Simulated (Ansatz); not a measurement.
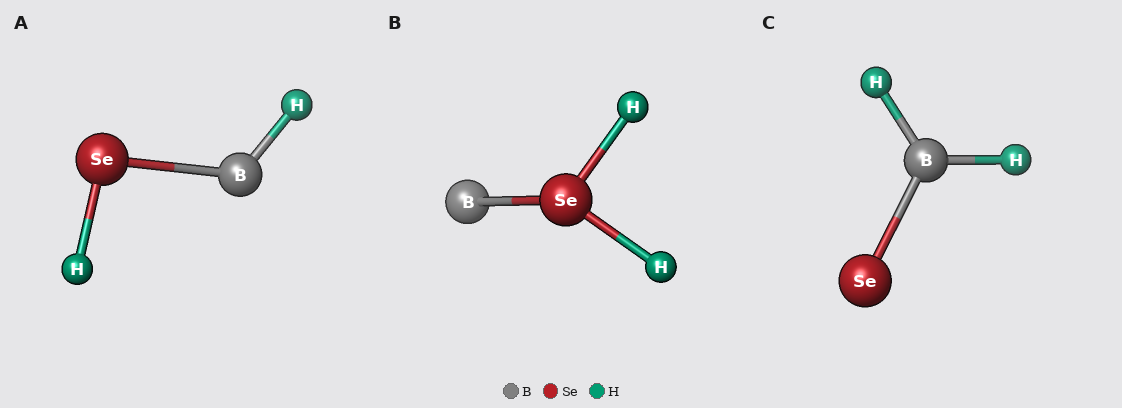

3 stationary structures of one formula. Charge 0, doublet. Geometries: PBE-D4/def2-SVP. Electronic energies: PBE-D4/def2-SVP (Ansatz 0.2.0), without zero-point energy. No frequency run is at hand to confirm each as a minimum.

### Which is lowest in energy, and by how much?

C is lowest (C2v); A lies 111.7 kJ/mol above it (Cs), B lies 429.1 kJ/mol above it.
